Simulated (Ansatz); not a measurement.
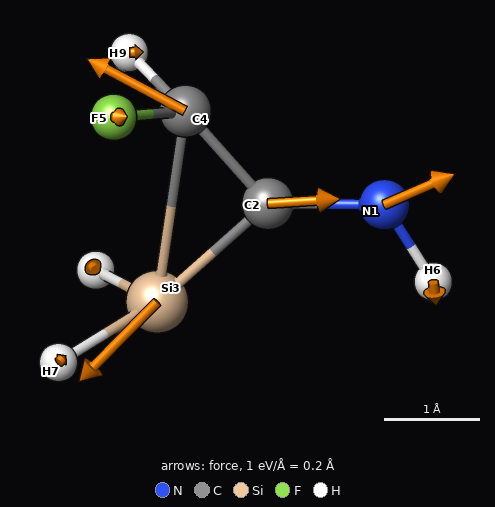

Starting geometry of C$_{2}$H$_{4}$FNSi (coarse preliminary run) with the computed forces as orange arrows. Style: ball-and-stick. Shown at a tilt.

The start comes from a force field.

The calculation used RKS PBE-D4/def2-SVP in Ansatz.

The input:
```yaml
crystal:
  periodic: [false, false, false]
  atoms:
    - {symbol: N, position_ang: [-0.408500, 1.247600, -1.403200]}
    - {symbol: C, position_ang: [-0.198000, 0.442600, -0.490400]}
    - {symbol: Si, position_ang: [0.922100, -0.775300, -0.167700]}
    - {symbol: C, position_ang: [-0.893100, 0.311400, 0.670500]}
    - {symbol: F, position_ang: [-0.482100, 0.827900, 1.862400]}
    - {symbol: H, position_ang: [0.218300, 1.266200, -2.186200]}
    - {symbol: H, position_ang: [1.910500, -0.596800, 0.998700]}
    - {symbol: H, position_ang: [0.513700, -2.167800, -0.225500]}
    - {symbol: H, position_ang: [-1.494500, -0.602100, 0.924400]}
basis:
  gaussian: {orbitals: def2-SVP}
hamiltonian: {xc: pbe, dispersion: d4}
relax: {f_tol: 0.03, max_steps: 200}
```

Run as
```bash
ansatz run in.yaml --threads 2 --pin off --events-out ev --progress --plain --max-ram 4352MiB
```

Question: What follows when this structure is relaxed?

Answer: It isn't relaxed: the largest force vector, on Si3, is 6.13 eV/Å. The final displacements have little in common with the starting forces (cosine between the two patterns 0.24). After 11 accepted moves (12 points after the start) the energy has fallen by 202.8 kJ/mol. The largest force component goes from 4.9 to 0.012 eV/Å. The line search rejected the trial step at point 11 of the run. The atom that moves furthest after the best rigid fit is H7 (0.64 Å). Largest moves by element: H 0.64 Å, Si 0.40 Å, F 0.39 Å, N 0.31 Å, C 0.30 Å. Among the contacts that change: Si3–C4 2.276 → 1.935 Å, C2–Si3 1.686 → 1.912 Å, C2–C4 1.359 → 1.479 Å, Si3–H8 1.452 → 1.501 Å. Bond angles that change, for instance: Si3–C2–C4 96.1° → 68.2°, Si3–C4–F5 105.2° → 131.9°, C4–Si3–H7 100.2° → 120.7°. Cost: 19 s on 2 threads of Intel Xeon 6975P-C, on a shared host.
